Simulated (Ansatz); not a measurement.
# doublet [InF3]+ at 6 levels

Aim: a comparison of 6 runs (UHF/STO-3G, UHF/def2-SVPD, UCAM-B3LYP/def2-SVPD, UPBE0/def2-SVPD, UMP2/def2-SVPD, UCCSD/def2-SVPD) of doublet [InF3]+. 

The calculation is run with Ansatz 0.2.0.

27 further runs of the same task are left out: 27 set aside as unsound or not needed. Runs told in other sessions of the task aren't counted.

## Step 1: The system as given

[InF3]+ has 4 atoms, charge +1, and is taken as a doublet. SMILES of the parent species: `[F][In]([F])[F]`. Geometry: relaxed at PBE0-D4/def2-TZVP. That shape belongs to the parent species and isn't relaxed for this state.

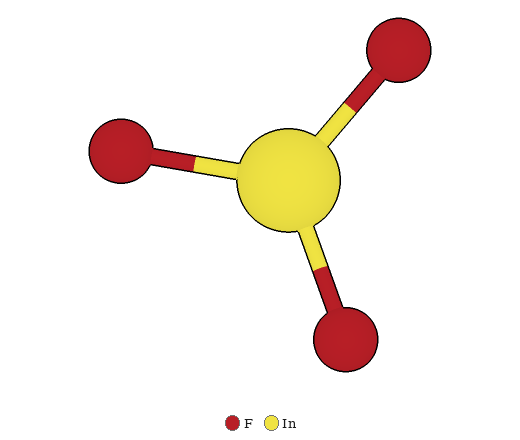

Viewed from a chosen angle; fluorine red, indium yellow.

## Step 2: A single-point energy at UHF/STO-3G (run 1)

job.yaml

```yaml
crystal:
  periodic: [false, false, false]
  atoms:
    - {symbol: F, position_ang: [-1.305700, -0.375500, 1.339800]}
    - {symbol: In, position_ang: [0.013900, -0.015100, -0.005100]}
    - {symbol: F, position_ang: [1.768100, -0.777100, 0.143700]}
    - {symbol: F, position_ang: [-0.421000, 1.107400, -1.498700]}
basis:
  gaussian: {orbitals: STO-3G}
total_charge: 1
accuracy: high
hamiltonian: {xc: hf}
output: {orbitals: {seedname: orbitals}}
magnetization: {spin_polarized: true, initial_magnetization: 1}
```

Launch:

```bash
ansatz run job.yaml --threads 1 --pin off --max-ram 2610MiB --events-out events.jsonl --progress --plain --runs-dir runs
```

What it wrote:

```text
Warning: RAYON_NUM_THREADS=1 ignored (pool sized by the plan → 1); use --threads N
Functional definition: HF
  name "HF"
  exchange = exact_x
  correlation = 0
808 factors; integrals over basis functions are off by at most 5.8e-9 eV
mean field evaluation 1: about -162624.6791 eV, gradient 2.7e1 eV
mean field evaluation 2: about -162624.7269 eV, gradient 2.7e1 eV
mean field evaluation 4: about -162634.2959 eV, gradient 4.7e0 eV
mean field evaluation 8: about -162635.2242 eV, gradient 1.2e0 eV
mean field evaluation 16: about -162635.8951 eV, gradient 4.6e-1 eV
mean field evaluation 32: about -162635.8146 eV, gradient 1.6e-1 eV
mean field evaluation 64: about -162634.6701 eV, gradient 5.1e0 eV
mean field evaluation 96: about -162635.6417 eV, gradient 1.3e-1 eV
mean field evaluation 128: about -162635.8614 eV, gradient 3.2e-1 eV
mean field evaluation 160: about -162635.6034 eV, gradient 5.4e-1 eV
mean field evaluation 192: about -162635.7353 eV, gradient 2.6e-1 eV
mean field evaluation 224: about -162634.1625 eV, gradient 4.8e0 eV
mean field -162635.88511803 eV, -5976.7585395253 hartree, gradient 6.5e-8 eV, S^2 0.758236; 3 other end points of the search recorded, 0 dependent functions left out
reference -162635.88511803 eV, -5976.7585395253 hartree; 38, 37 occupied and 4, 5 virtual orbitals, 808 factors
Total energy: -162635.88511803 eV, -5976.7585395253 hartree
```

Run time: 5.7 s. Hardware: 1 thread of Arm Neoverse V1, shared host; peak memory 0.16 GiB.

## Step 3: The energy at UHF/def2-SVPD (core potential) (run 2)

input.yaml

```yaml
crystal:
  periodic: [false, false, false]
  atoms:
    - {symbol: F, position_ang: [-1.305700, -0.375500, 1.339800]}
    - {symbol: In, position_ang: [0.013900, -0.015100, -0.005100]}
    - {symbol: F, position_ang: [1.768100, -0.777100, 0.143700]}
    - {symbol: F, position_ang: [-0.421000, 1.107400, -1.498700]}
basis:
  gaussian: {orbitals: def2-SVPD}
total_charge: 1
magnetization: {spin_polarized: true, initial_magnetization: 1}
hamiltonian: {xc: hf}
accuracy: high
output: {orbitals: {seedname: orbitals}}
```

Launch:

```bash
ansatz run input.yaml --threads 1 --pin off --max-ram 2610MiB --events-out events.jsonl --progress --plain --runs-dir runs
```

What it wrote (excerpt; [...] marks lines left out):

```text
Warning: RAYON_NUM_THREADS=1 ignored (pool sized by the plan → 1); use --threads N
[... 2 set-up lines as earlier in the session ...]
[...]
2116 factors; integrals over basis functions are off by at most 1.3e-8 eV
[...]
mean field -13249.07226604 eV, -486.8944252331 hartree, gradient 2.7e-8 eV, S^2 0.754190; 7 other end points of the search recorded, 0 dependent functions left out
reference -13249.07226604 eV, -486.8944252331 hartree; 24, 23 occupied and 77, 78 virtual orbitals, 2116 factors
Total energy: -13249.07226604 eV, -486.8944252331 hartree
```

It took 35 s on 1 thread of Arm Neoverse V1, shared host; peak memory 0.4 GiB.

Runs 3 to 5 aren't shown in full; the table further down has their settings and results.

## Step 4: The energy at UCCSD/def2-SVPD (core potential) (run 6)

run.yaml

```yaml
basis:
  gaussian:
    orbitals: def2-SVPD
crystal:
  periodic: [false, false, false]
  atoms:
    - {symbol: F, position_ang: [-1.305700, -0.375500, 1.339800]}
    - {symbol: In, position_ang: [0.013900, -0.015100, -0.005100]}
    - {symbol: F, position_ang: [1.768100, -0.777100, 0.143700]}
    - {symbol: F, position_ang: [-0.421000, 1.107400, -1.498700]}
correlation:
  method: ccsd
  frozen_orbitals: {F: 1, In: 4}
accuracy: high
scf:
  omitted_lower_state_checks: [cluster_reference, increment]
magnetization:
  spin_polarized: true
  initial_magnetization: 1
total_charge: 1
```

Launch:

```bash
ansatz run run.yaml --threads 1 --pin off --max-ram 2610MiB --events-out events.jsonl --progress --plain --runs-dir runs
```

What it wrote:

```text
Warning: RAYON_NUM_THREADS=1 ignored (pool sized by the plan → 1); use --threads N
[... 17 lines left out ...]
7 core orbitals not correlated: weight in the atoms' cores, before any rotation towards them, 1.000 or more for the frozen orbitals, at most 0.000 for the correlated occupied ones
[... 53 lines left out ...]
Total energy: -13266.50615991 eV, -487.5351090159 hartree
Checks for a lower state left out: cluster_reference, increment
```

It took 5.9 min on 1 thread of Arm Neoverse V1, shared host; peak memory 1.7 GiB.

## Step 5: All runs side by side

```
run                                  level  core potential  frozen core orbitals   energy (Eh)  HOMO energy (eV)  LUMO energy (eV)   ⟨S²⟩  wall time
  1                             UHF/STO-3G            none                     –  -5976.758540            -15.40             -3.59  0.758      5.7 s
  2         UHF/def2-SVPD (core potential)       def2-SVPD                     –   -486.894425            -21.71            -10.12  0.754       35 s
  3  UCAM-B3LYP/def2-SVPD (core potential)       def2-SVPD                     –   -488.909449            -18.97            -15.53  0.775      100 s
  4       UPBE0/def2-SVPD (core potential)       def2-SVPD                     –   -488.725846            -17.70            -16.14  0.770       69 s
  5        UMP2/def2-SVPD (core potential)       def2-SVPD                     7   -487.521401                 –                 –  0.754       35 s
  6       UCCSD/def2-SVPD (core potential)       def2-SVPD                     7   -487.535109                 –                 –  0.754    5.9 min
```

## Step 6: Summary of results

| quantity | value |
| --- | --- |
| run 6: total energy | -487.53511 Eh |
| run 6: correlation energy (7 core orbitals frozen) | -640.7 mEh |
| run 6: ⟨S²⟩ of the reference determinant | 0.754 |
| run 6: T1 diagnostic | 0.035 |

**Reading.** Below the UHF energy at the same shape and in the same basis (def2-SVPD): UMP2 -627.0 mEh; UCCSD -640.7 mEh. Totals of different functionals can't be ranked against each other. Some runs of one species differ in core potentials or relativity; totals across that change don't compare. In run 1 the basis is minimal, so the values are rough. In run 1 relativity is left out where basis or elements ask for it. All runs together took 10 min, the longest 5.9 min.
